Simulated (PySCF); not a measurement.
```xyz
17

B     3.2691    1.5036    0.5730
P     2.4980    0.2210   -0.4715
Si    0.3344    0.5575   -0.2165
O    -0.1490   -0.3070    1.0703
C    -1.3973   -0.9439    1.0978
C    -1.9731   -1.2997   -0.2127
C    -1.6235   -0.6558   -1.4926
O    -0.3588   -0.0556   -1.5521
H     2.9778    1.5524    1.7046
H     4.1258    2.1808    0.1569
H     2.6544    0.7013   -1.7534
H    -0.1512    1.9382   -0.0468
H    -1.2792   -1.8502    1.7102
H    -2.0928   -0.2824    1.6531
H    -2.8088   -1.9755   -0.2142
H    -1.6623   -1.3960   -2.3044
H    -2.3706    0.1235   -1.7455
```

Geometry: GFN2-xTB.

Level of theory: UKS B3LYP, pcH-1 on B C H O P Si, non-relativistic, mean-field spin-orbit, GIAO (PySCF).

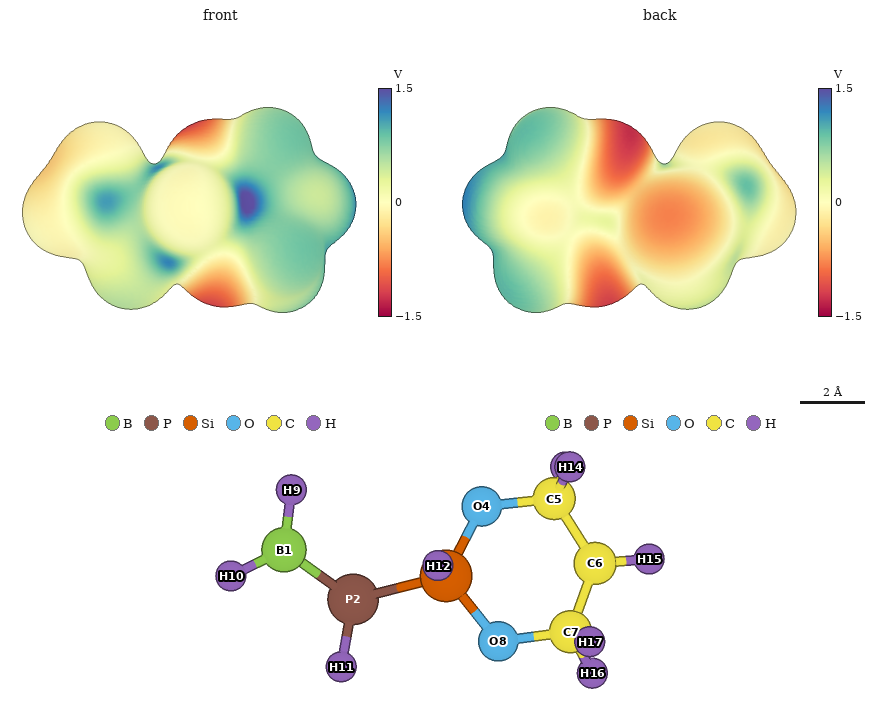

C₃H₉BO₂PSi (SMILES BP[SiH]1OC[CH]CO1) (doublet). The molecular electrostatic potential painted on the density surface at 0.002 e/bohr³, seen from the front and from behind; the colour scale runs from red (negative) to blue (positive). The bare structure is drawn below in the same view.

### Where is the surface potential most negative and most positive?

The most negative region (about −1.2 V) lies over O4, the most positive (about +1.4 V) over Si3, C5, C6 and C7. O4 is the likeliest acceptor of a hydrogen bond.
